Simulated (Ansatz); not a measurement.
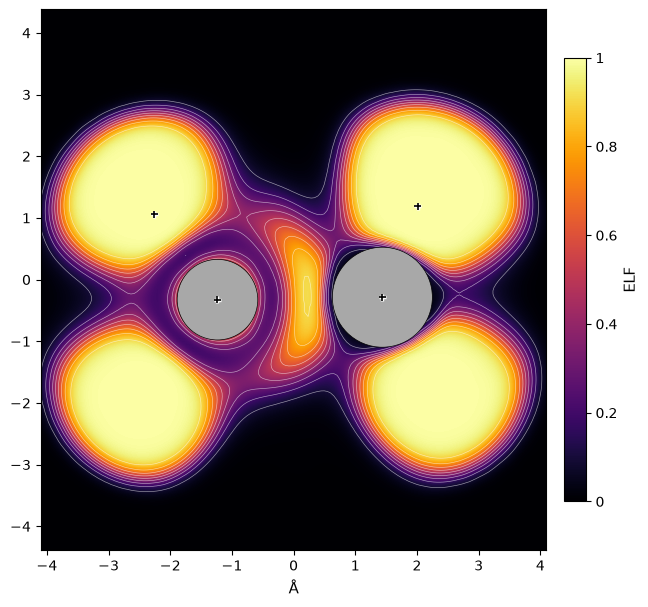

The ELF on a plane through atoms (crosses mark nuclei in the plane; grey discs cover the cores).

Level of theory: isolated molecule in a Gaussian basis; Kohn-Sham density functional theory, functional PBE0 (Ansatz).

Candidates:
A. CH4AlFO
B. AlH7Sn2
C. CH2GeTe

Which system is this?

Answer. Candidate B: AlH7Sn2 on the plane of atoms Al1, Sn3 and H6, which holds Al, Sn and H. Al–Sn (2.67 Å): the ELF peaks at about 0.90 between the atoms, as expected for localised, covalent bonding. Al–H (1.59 Å): the ELF climbs to about 1 towards the hydrogen.
